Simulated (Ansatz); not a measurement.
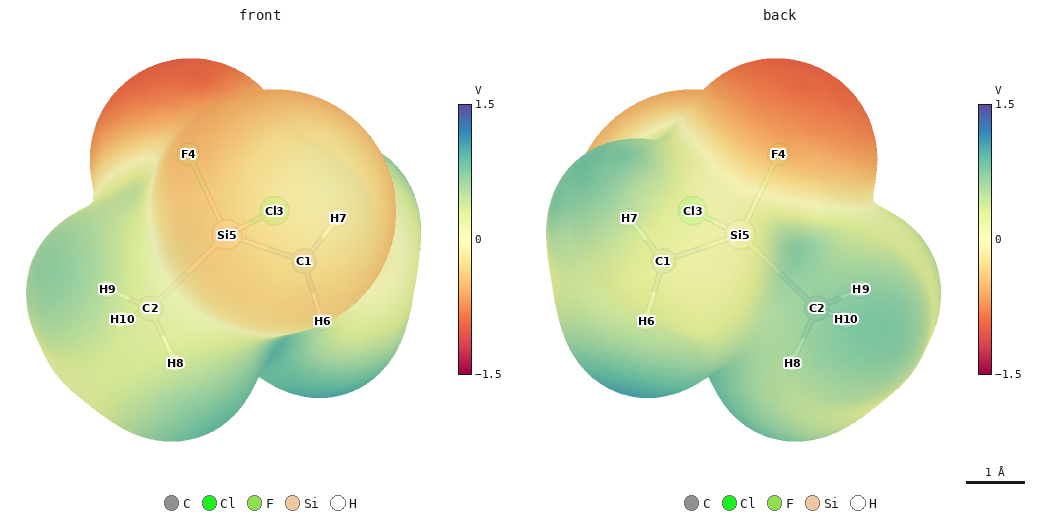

Figure 1: C$_{2}$H$_{5}$ClFSi (SMILES [CH2][Si](C)(F)Cl) (doublet). The electrostatic potential painted on the density surface at 0.001 e/bohr³, seen from the front and from behind; red is negative and blue positive.

Geometry: PBE0-D3(BJ)/def2-SVP.

Theory: isolated molecule in a Gaussian basis; Kohn-Sham density functional theory, functional PBE0 (Ansatz 0.2.0).

The calculation's input:

```
crystal:
  periodic: [false, false, false]
  atoms:
    - symbol: C
      position_ang: [-3.526204, -1.354100, -1.004607]
    - symbol: C
      position_ang: [-0.600122, -0.339264, -1.151903]
    - symbol: Cl
      position_ang: [-2.234265, 0.004086, 1.573189]
    - symbol: F
      position_ang: [-1.423197, -2.580356, 0.386265]
    - symbol: Si
      position_ang: [-1.929598, -1.127218, -0.134009]
    - symbol: H
      position_ang: [-3.868075, -0.678477, -1.795818]
    - symbol: H
      position_ang: [-4.238386, -2.134476, -0.715838]
    - symbol: H
      position_ang: [-0.915523, 0.658679, -1.492677]
    - symbol: H
      position_ang: [0.320294, -0.224671, -0.560250]
    - symbol: H
      position_ang: [-0.374339, -0.954911, -2.036240]
basis:
  gaussian:
    orbitals: def2-TZVPD
magnetization:
  spin_polarized: true
  initial_magnetization: 1
hamiltonian:
  xc: {name: PBE0}
output: {forces: true, orbitals: {seedname: orbitals}}
```

Launched as:

```sh
ansatz run input.yaml --threads 2 --pin off --max-ram 4350MiB --events-out events.jsonl --progress --plain --runs-dir runs
```

Describe the electrostatic potential map.

The most negative region (about −0.9 V, or −21 kcal/mol for a unit charge) lies over F4, the most positive (about +1.0 V, or +23 kcal/mol for a unit charge) over H6.
